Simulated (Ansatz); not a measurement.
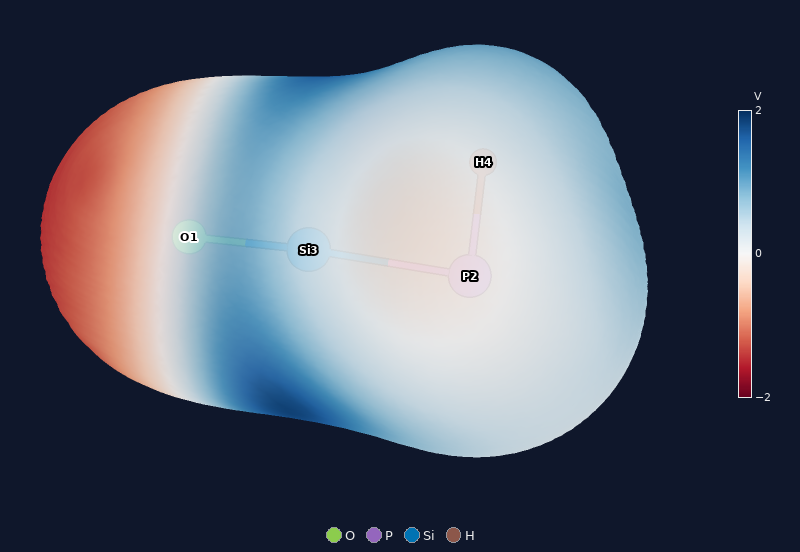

Figure. HOPSi (SMILES O=[Si]=P). The electrostatic potential painted on the density surface at 0.001 e/bohr³, seen at a tilt; the colour scale runs from red (negative) to blue (positive).

Geometry: B3LYP-D3(BJ)/6-311G**.

Method: isolated molecule in a Gaussian basis; Kohn-Sham density functional theory, functional PBE0 (Ansatz 0.2.0).

Input

```
crystal:
  periodic: [false, false, false]
  atoms:
    - {symbol: O, position_ang: [-3.690778, 0.603410, -1.450649]}
    - {symbol: P, position_ang: [-0.610822, 1.851143, -0.087945]}
    - {symbol: Si, position_ang: [-2.406387, 1.125879, -0.829248]}
    - {symbol: H, position_ang: [-1.276909, 1.643678, 1.168426]}
basis:
  gaussian: {orbitals: def2-TZVPD}
total_charge: 0
hamiltonian: {xc: {name: PBE0}}
output: {forces: true, orbitals: {seedname: orbitals}}
```

Command:

```sh
ansatz run input.yaml --threads 1 --pin off --max-ram 2610MiB --events-out events.jsonl --progress --plain --runs-dir runs
```

Which sites attract a positive test charge, and which a negative one?

Answer. A positive charge is drawn to the negative regions and a negative charge to the positive ones. The most negative region (about −1.5 V) lies over O1, the most positive (about +1.8 V) over Si3. O1 is the likeliest acceptor of a hydrogen bond.

What dipole moment does the calculation give?

Answer. Its dipole moment is 2.38 D.
